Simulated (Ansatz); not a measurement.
B2SiNH7: several calculations on one system

Part 1: Relaxation

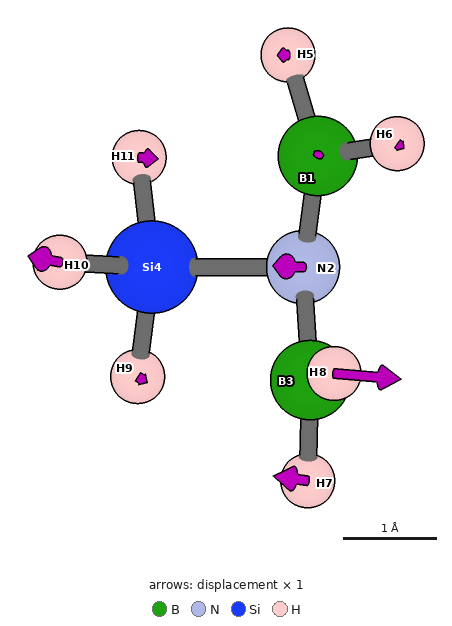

This is a relaxation of B$_{2}$SiNH$_{7}$. The starting structure is drawn; purple arrows show the displacements, at their true length. The two geometries are superimposed by the best rigid fit.

Style: ball-and-stick. Shown from a free direction.

The run prepares an end point of a later path (hydrogen shift) calculation, from a guessed geometry.

Level of theory: Ansatz, RKS B3LYP-D4/def2-SVP.

The input:
```yaml
crystal:
  periodic: [false, false, false]
  atoms:
    - { symbol: B, position_ang: [-0.8071, 1.0131, 0.7745] }
    - { symbol: "N", position_ang: [0.2848, 0.062, 0.5562] }
    - { symbol: B, position_ang: [-0.2595, -1.3599, 0.7398] }
    - { symbol: Si, position_ang: [0.9044, 0.2086, -1.1526] }
    - { symbol: H, position_ang: [-0.7119, 2.1718, 0.3937] }
    - { symbol: H, position_ang: [-1.5569, 0.957, 1.7075] }
    - { symbol: H, position_ang: [0.5515, -2.2687, 0.6793] }
    - { symbol: H, position_ang: [-1.2968, -1.5694, 1.0996] }
    - { symbol: H, position_ang: [1.9213, -0.7442, -1.3571] }
    - { symbol: H, position_ang: [-0.2872, -0.0844, -2.0379] }
    - { symbol: H, position_ang: [1.3226, 1.5571, -1.3825] }
basis:
  gaussian: { orbitals: def2-SVP }
hamiltonian:
  xc: b3lyp
  dispersion: d4
relax:
  f_tol: 0.02
  max_steps: 50
```

Command:
```bash
ansatz run input.yaml --threads 2 --pin off --max-ram 3072MiB --backend cpu --events-out ev --progress --plain --runs-dir out
```

**What did the optimiser do to the structure, and how much energy did it gain?**

H8 moves most after the best rigid fit: 0.80 Å. By element the largest moves are H 0.80 Å, N 0.53 Å, B 0.09 Å, Si 0.08 Å. Among the contacts that change: N2–B3 1.534 → 1.433 Å, B3–H8 1.118 → 1.205 Å, Si4–H9 1.408 → 1.486 Å, Si4–H11 1.430 → 1.486 Å. Among the angles between lasting bonds that change: B1–N2–B3 108.6° → 120.8°, B3–N2–Si4 107.9° → 119.9°, H5–B1–H6 109.6° → 120.7°. After 8 accepted moves (9 points after the start) the energy has fallen by 30.9 kcal/mol. The largest force component goes from 4.1 to 0.011 eV/Å. The line search rejected the trial step at point 6 of the run. The forces were under the threshold at step 7, but the run went on from there. Cost: 28 s on 2 threads of AMD EPYC 7R13 Processor (Zen 3), on a shared host, peak memory 0.21 GiB.

Part 2: Relaxation

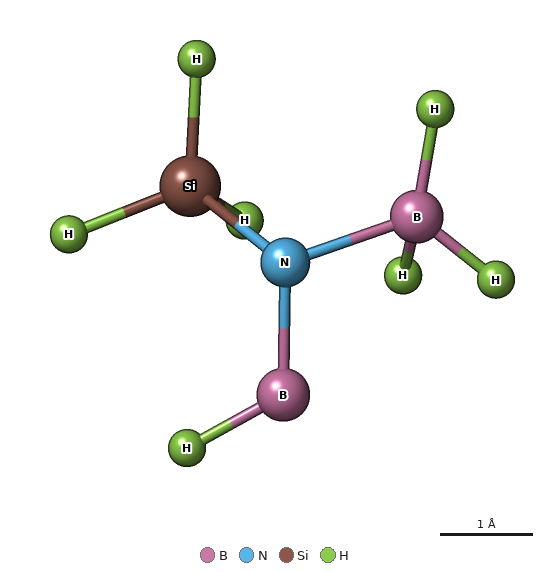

Starting structure of B₂SiNH₇. Style: ball-and-stick. Shown at a tilt.

The run prepares an end point of a later path (hydrogen shift) calculation, from a guessed geometry.

These are results of RKS B3LYP-D4/def2-SVP (Ansatz 0.2.0), not measurements.

The input:
```yaml
crystal:
  periodic: [false, false, false]
  atoms:
    - { symbol: B, position_ang: [-0.8071, 1.0131, 0.7745] }
    - { symbol: "N", position_ang: [0.2848, 0.062, 0.5562] }
    - { symbol: B, position_ang: [-0.2595, -1.3599, 0.7398] }
    - { symbol: Si, position_ang: [0.9044, 0.2086, -1.1526] }
    - { symbol: H, position_ang: [-0.7119, 2.1718, 0.3937] }
    - { symbol: H, position_ang: [-1.04937, -0.89316, 0.01374] }
    - { symbol: H, position_ang: [0.5515, -2.2687, 0.6793] }
    - { symbol: H, position_ang: [-1.2968, -1.5694, 1.0996] }
    - { symbol: H, position_ang: [1.9213, -0.7442, -1.3571] }
    - { symbol: H, position_ang: [-0.2872, -0.0844, -2.0379] }
    - { symbol: H, position_ang: [1.3226, 1.5571, -1.3825] }
basis:
  gaussian: { orbitals: def2-SVP }
hamiltonian:
  xc: b3lyp
  dispersion: d4
relax:
  f_tol: 0.02
  max_steps: 50
output:
  orbitals: {}
```

Launched with:
```bash
ansatz run input.yaml --threads 2 --pin off --max-ram 3072MiB --backend cpu --events-out ev --progress --plain --runs-dir out
```

What does the optimiser find from here?

Answer. The largest move after the best rigid fit is that of H8, 1.27 Å. By element the largest moves are H 1.27 Å, N 0.73 Å, B 0.55 Å, Si 0.40 Å. Some distances before and after: B1–H8 2.649 → 1.305 Å, B1–B3 2.436 → 1.890 Å, B3–H8 1.118 → 1.496 Å, B3–Si4 2.720 → 3.065 Å. New bonds form, among them: B1–H8 (2.65 → 1.30 Å). Among the angles between lasting bonds that change: N2–B3–H6 78.2° → 118.1°, N2–B3–H8 122.8° → 88.6°, H6–B3–H8 69.4° → 101.2°. Over 22 accepted moves (23 points after the start) the energy falls by 609.9 kJ/mol. The largest force component goes from 4.5 to 0.018 eV/Å. The line search rejected the trial step at point 13 of the run.

Final geometry:

```xyz
11

B    -0.5683    0.5439    0.9175
N     0.0470   -0.0715   -0.1208
B    -0.5458   -1.3120    0.5629
Si    1.0097    0.2984   -1.5301
H    -0.7249    1.6490    1.3472
H    -1.5449   -1.8031    0.0880
H     0.1912   -1.9989    1.2336
H    -1.1312   -0.4123    1.6043
H     2.2917   -0.4570   -1.4667
H     0.2722   -0.1063   -2.7597
H     1.2760    1.7627   -1.5494
```

The end point in the same view:

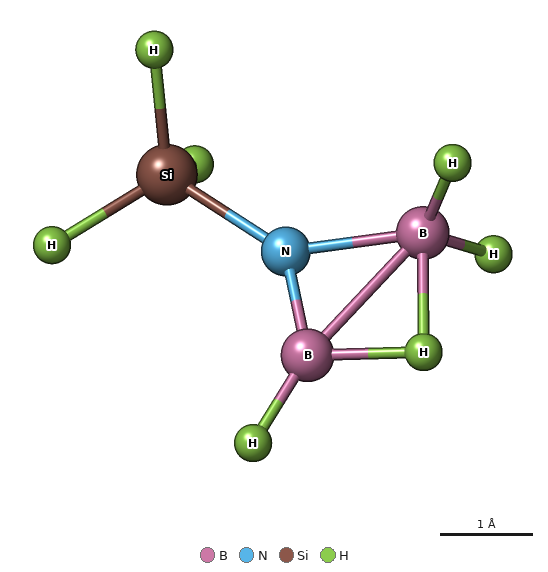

Part 3: Path

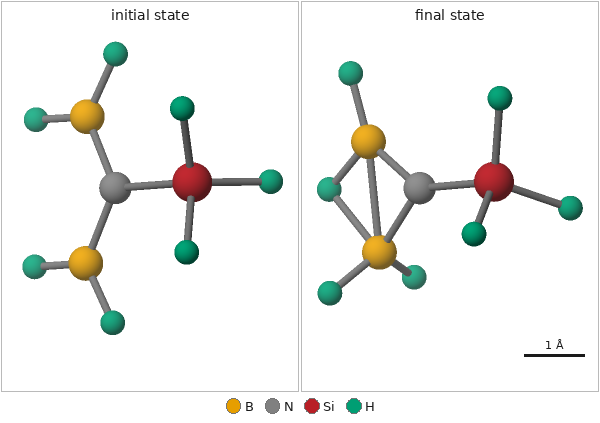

The two relaxed end points of a path for B₂SiNH₇. A ball-and-stick model, seen from a free direction.

These are results of RKS B3LYP-D4/def2-SVP in Ansatz, not measurements.

Settings: 7 movable images; climbing image; force threshold 0.03 eV/Å; iteration limit 60.

Start:
```xyz
11

B    -0.8653    1.0614    0.8038
N    -0.1368   -0.0448    0.2575
B    -0.2581   -1.3554    0.8233
Si    0.8662    0.2078   -1.2080
H    -0.7881    2.1450    0.2741
H    -1.5511    0.9027    1.7813
H     0.3233   -2.2828    0.3118
H    -0.9423   -1.5221    1.8006
H     1.9486   -0.8102   -1.2320
H     0.0209    0.0665   -2.4269
H     1.4480    1.5749   -1.1649
```

End:
```xyz
11

B    -0.3511    0.8181    1.1146
N     0.0230    0.0960    0.0311
B    -0.7069   -1.0116    0.8044
Si    0.8754    0.2770   -1.4824
H    -0.2549    1.9347    1.5321
H    -1.8252   -1.3123    0.4520
H    -0.0382   -1.8199    1.4080
H    -0.9996   -0.0156    1.8810
H     1.9970   -0.7011   -1.5395
H    -0.0548    0.0104   -2.6151
H     1.4006    1.6673   -1.5655
```

### Predict the minimum-energy path and its barrier.

The energy climbs by 1.56 eV to image 6 and then falls by 1.00 eV, so the end point sits at +0.56 eV. Breaking: B1–H6 (1.20 → 2.30 at the top → 2.67 Å). Forming: B1–H8 (2.77 → 2.30 at the top → 1.30 Å), B3–H6 (2.77 → 1.22 at the top → 1.21 Å). The band is converged. At the top, the vibrational analysis gives one imaginary mode (315i cm⁻¹), as a transition state must have.

Energies of the converged images:

```tsv
image	path (Å)	E (eV)
0	0.00	0.000
1	0.95	0.003
2	1.90	0.264
3	2.85	0.592
4	3.80	0.629
5	4.75	1.154
6	5.70	1.558
7	6.99	0.876
8	8.29	0.559
```

The geometry at the top of the path:

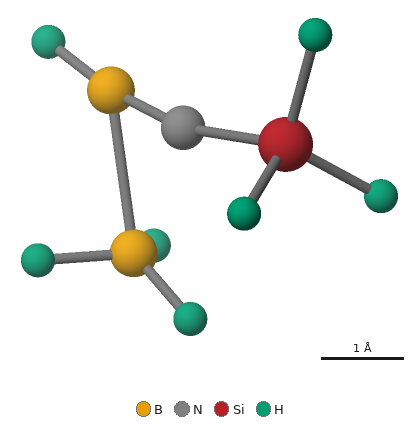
